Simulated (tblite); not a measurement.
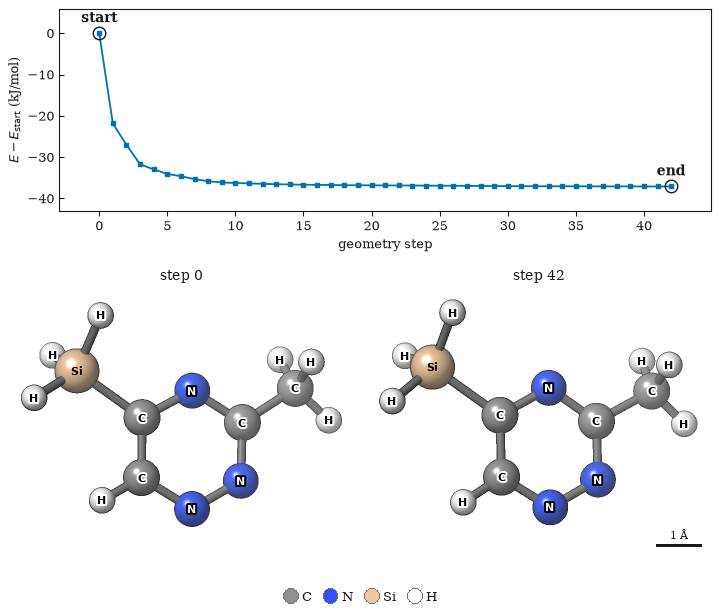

First and last geometry of a relaxation of C4H7N3Si, with the history of the run. Style: ball-and-stick. Shown at a tilt.

Level of theory: GFN2-xTB geometry optimisation, gas phase (tblite). 

Q: Read the history and describe the run.

A: It converged. The atom that moves furthest after the best rigid fit is an H atom (0.14 Å). By element the largest moves are H 0.14 Å, Si 0.09 Å, C 0.08 Å, N 0.06 Å. Among the contacts that change: C–Si 1.837 → 1.897 Å, C–N 1.367 → 1.317 Å, C–C 1.365 → 1.402 Å, C–H 1.124 → 1.087 Å. Bond angles that change, for instance: C–C–N 125.0° → 117.7°, C–Si–H 112.9° → 106.9°, N–C–N 118.5° → 124.3°. After 42 geometry steps the energy has fallen by 37.1 kJ/mol.

```
step  E − E(0), kJ/mol
   0              0.00
   1            -21.84
   2            -26.99
   3            -31.73
   4            -32.96
   5            -34.04
   6            -34.62
   7            -35.32
   8            -35.82
   9            -36.12
  10            -36.26
  12            -36.45
  13            -36.54
  15            -36.66
  17            -36.74
  18            -36.78
  20            -36.82
  22            -36.85
  23            -36.87
  25            -36.91
  27            -36.95
  29            -37.00
  30            -37.02
  32            -37.04
  34            -37.06
  35            -37.06
  37            -37.07
  39            -37.08
  40            -37.09
  42            -37.09
```
